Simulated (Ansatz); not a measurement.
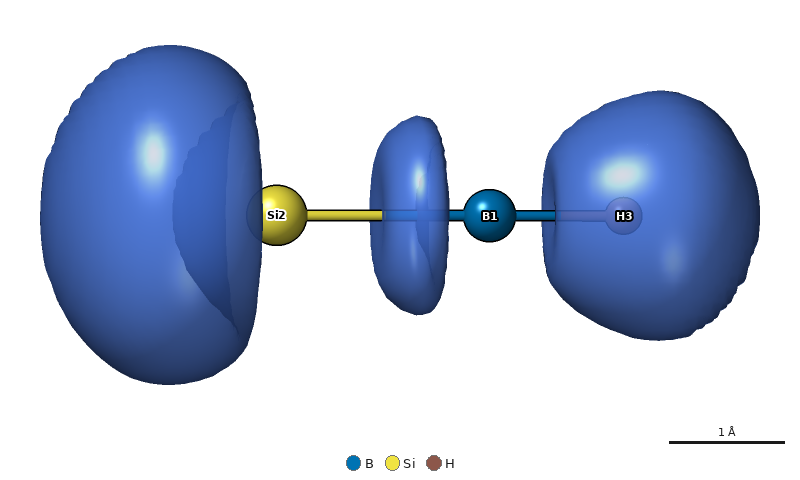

Figure 1: BHSi (SMILES B=[Si]) (triplet). Isosurface of the electron localisation function at 0.85 (blue), seen from one side. Only the valence region is drawn (cores and ρ < 0.01 e/Å³ removed).

Geometry: B3LYP/6-31G*.

All numbers below come from isolated molecule in a Gaussian basis; Kohn-Sham density functional theory, functional PBE0 (Ansatz 0.2.0).

**What do the ELF domains correspond to?**

The ELF exceeds this value in one region between bonded B–Si atoms (shared pairs), one region around a hydrogen nucleus and one lobe on Si, pointing away from the bonds (non-bonding electrons).

Values along the shortest contacts:
Si–B (1.88 Å): the ELF peaks at about 0.95 between the atoms (a covalent bond). B–H (1.19 Å): the ELF climbs to about 1 towards the hydrogen, as it does in any bond to H; an ordinary covalent bond to hydrogen.
